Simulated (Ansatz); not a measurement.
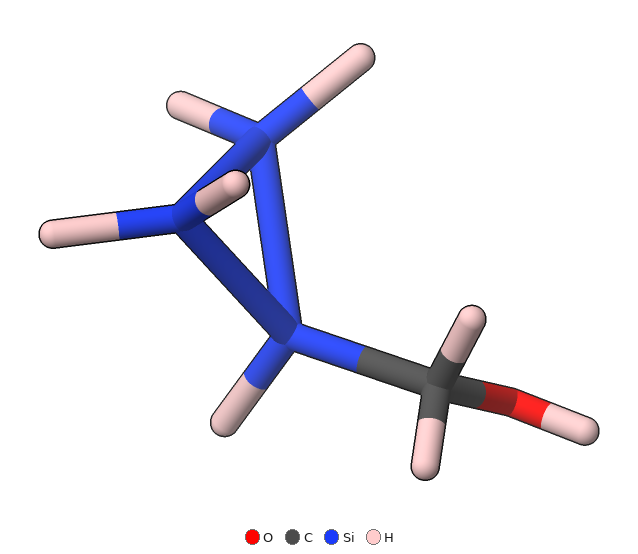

Every bond is drawn as one stick, whatever its order.

Computed geometry: PBE0-D4/def2-TZVP optimisation. No frequency run is at hand to confirm it as a minimum.

Description:

The molecule is CH₈OSi₃. SMILES: `OC[SiH]1[SiH2][SiH2]1`. Independent rings (smallest set): 1 of 3 members. Among its groups: alcohol, Si–H bond. The point group is C1. Coordination, clear cases only: 1 O bent; 1 C tetrahedral.

More results for the same structure follow; atom numbers are the same in all pictures, views and colours differ.

### Shape

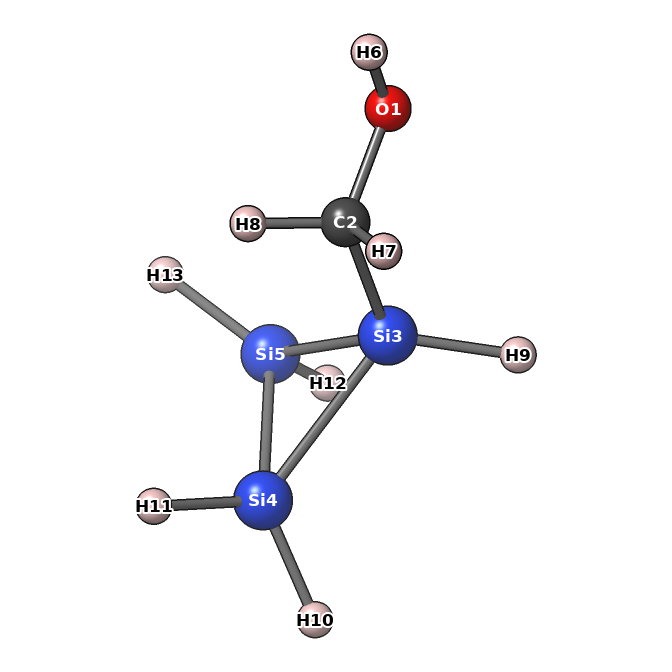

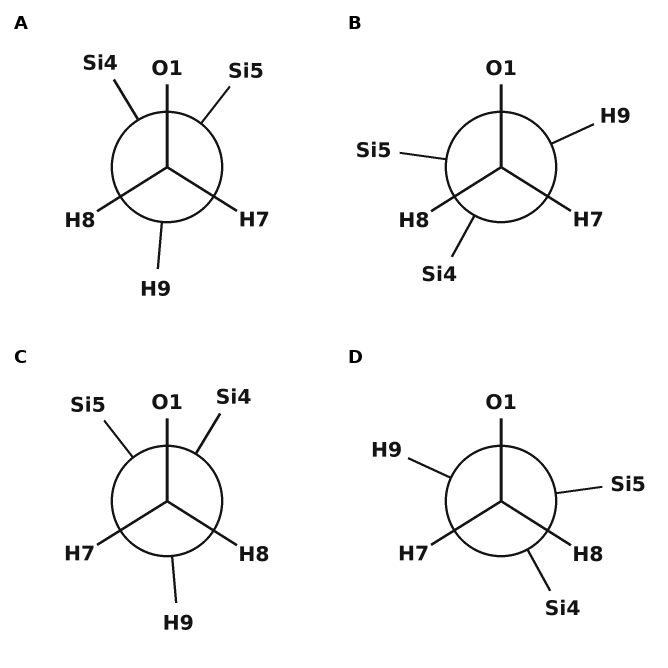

Distant atoms are faded towards the background colour. Bonds that would overlap in a projection are set slightly apart. No frequency run is at hand to confirm it as a minimum.

**Which Newman projection shows the view along C2–Si3, with C2 in front?**

B. The torsion angle O1–C2–Si3–Si4 is −151°, antiperiplanar (anti).

### Levels of theory compared

No frequency run is at hand to confirm it as a minimum. Program: Ansatz 0.2.0.

At this fixed geometry, give HOMO–LUMO gap (eV), HOMO energy (eV) at these levels: B3LYP-D4/def2-TZVPP; PBE-D4/def2-TZVPP; PBE0-D4/def2-TZVPP; r2SCAN-D4/def2-TZVPP; ωB97M-V/def2-TZVPP; ωB97X-V/def2-TZVPP.

| level | HOMO–LUMO gap (eV) | HOMO energy (eV) |
| --- | --- | --- |
| B3LYP-D4/def2-TZVPP | 5.38 | −6.53 |
| PBE-D4/def2-TZVPP | 3.86 | −5.76 |
| PBE0-D4/def2-TZVPP | 5.67 | −6.73 |
| r2SCAN-D4/def2-TZVPP | 4.22 | −5.96 |
| ωB97M-V/def2-TZVPP | 9.47 | −8.66 |
| ωB97X-V/def2-TZVPP | 9.92 | −8.87 |

### Charges

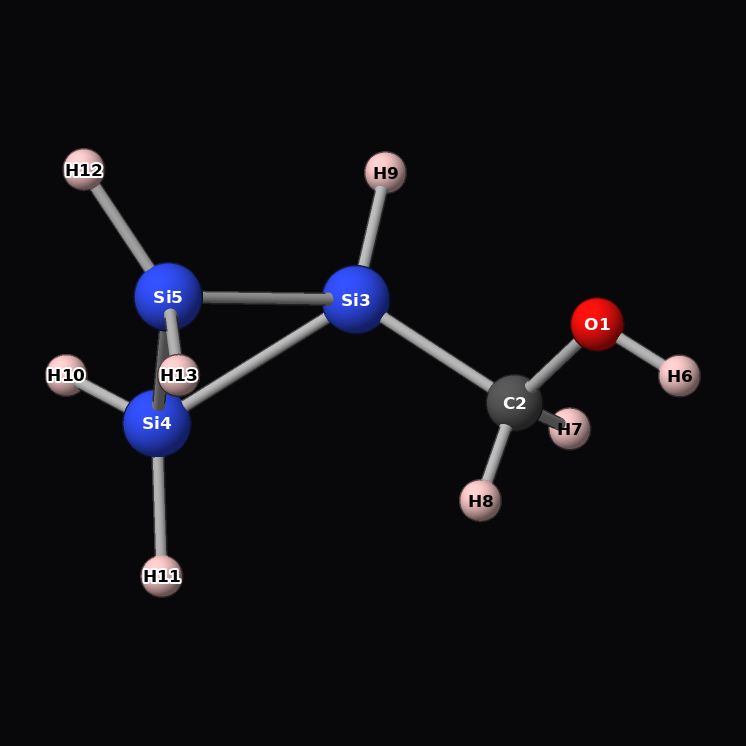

The questions are on Mulliken charges. No frequency run is at hand to confirm it as a minimum. Properties computed with RKS r2SCAN-D4/def2-TZVPP (Ansatz 0.2.0).

**Which atom carries the highest charge (most positive or least negative)?**

H6 (0.19 e).

**And the lowest?**

O1 (−0.35 e).

Give the Mulliken charges atom by atom.

| atom | value (e) |
| --- | --- |
| O1 | −0.35 |
| C2 | −0.02 |
| Si3 | 0.15 |
| Si4 | 0.08 |
| Si5 | 0.11 |
| H6 | 0.19 |
| H7 | 0.07 |
| H8 | 0.07 |
| H9 | −0.08 |
| H10 | −0.06 |
| H11 | −0.06 |
| H12 | −0.06 |
| H13 | −0.06 |

### Dipole moment

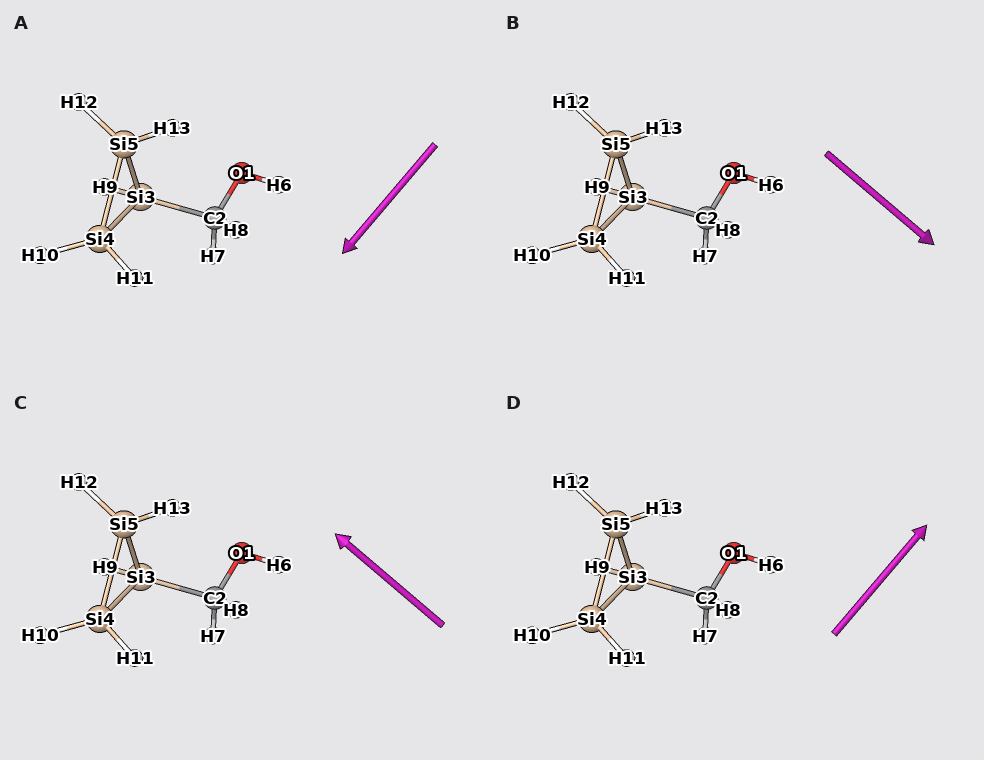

The same molecule four times, each with an arrow. No frequency run is at hand to confirm it as a minimum. Properties computed with RKS PBE-D4/def2-TZVPP (Ansatz 0.2.0).

**Which arrow points along the dipole moment, from the negative to the positive end?**

B. The dipole moment is 1.93 D; it points from the side of H12 to the side of H6, H7 (the outermost atoms at the two ends).

Mulliken values depend strongly on the basis set and can even reverse the polarity of a bond.
